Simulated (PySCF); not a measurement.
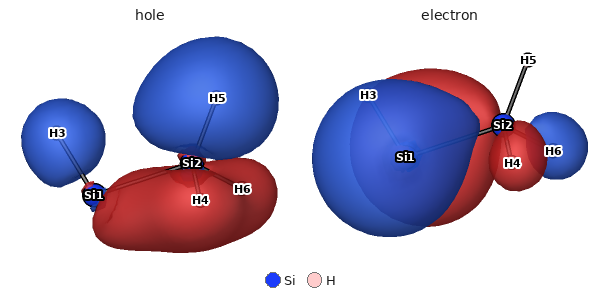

Figure. H₄Si₂, SMILES `[SiH][SiH3]`. Leading natural transition orbital pair of S₃ (TDA singlet states); the surfaces enclose about 85 % of each orbital's density.

Level of theory: B3LYP/def2-TZVP (PySCF), at a geometry from GFN2-xTB. No frequency check shows the geometry to be a minimum. Without diffuse functions Rydberg states are missing, so the states' numbers hold for this basis only.

Q: Give its energy, strength and character.

A: 5.11 eV (243 nm), f = 0.001 (very weak), charge transfer, whose energy this functional puts too low; the leading pair carries 100 %; hole on Si2 (40 %), H5 (34 %) and Si1 (10 %), electron on Si1 (77 %), Si2 (12 %) and H3 (5 %); their centroids lie 2.2 Å apart. In canonical orbitals it is mainly HOMO−2 → LUMO (97 %). The HOMO–LUMO gap is 2.79 eV.
